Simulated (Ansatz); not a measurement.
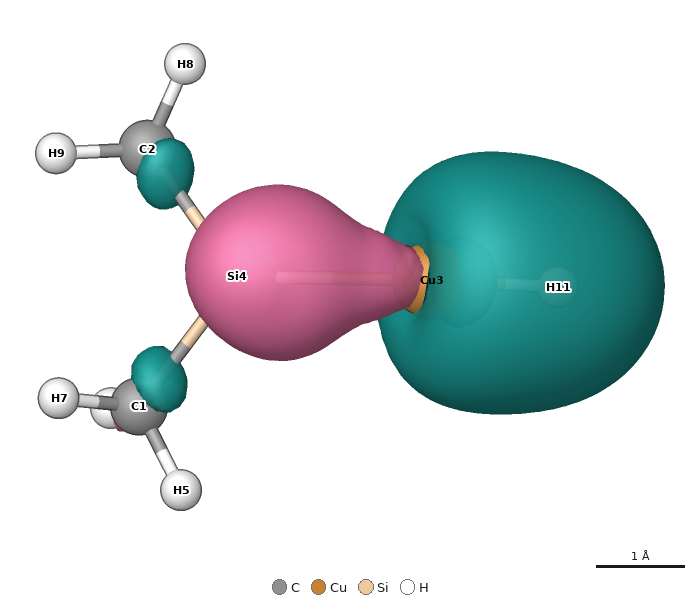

The picture shows: C$_{2}$H$_{7}$CuSi (SMILES C[Si+](C)[CuH-]). One frontier orbital at ±0.1 Å⁻³ᐟ² (teal and pink are the two phases), seen across its widest extent.

Geometry: B3LYP-D3(BJ)/def2-SVP.

Computed with isolated molecule in a Gaussian basis; Kohn-Sham density functional theory, functional PBE0 (Ansatz 0.2.0).

```xyz
11

C    -0.1599    1.8142   -1.6944
C     1.3946    0.8164    0.6264
Cu   -0.9647    3.4977    1.4833
Si    0.2551    2.2316    0.1026
H    -0.8855    2.5106   -2.1389
H    -0.5624    0.7874   -1.7669
H     0.7632    1.8317   -2.3028
H     1.8818    0.9966    1.5959
H     2.1622    0.5961   -0.1351
H     0.7759   -0.0964    0.7259
H    -2.1394    3.8059    2.4287
```

Which orbital is it: HOMO or LUMO?

Answer. The HOMO, at −6.10 eV. Its weight (Hirshfeld) is mainly on Cu3 (about 45 %), H11 (about 40 %) and Si4 (about 15 %).
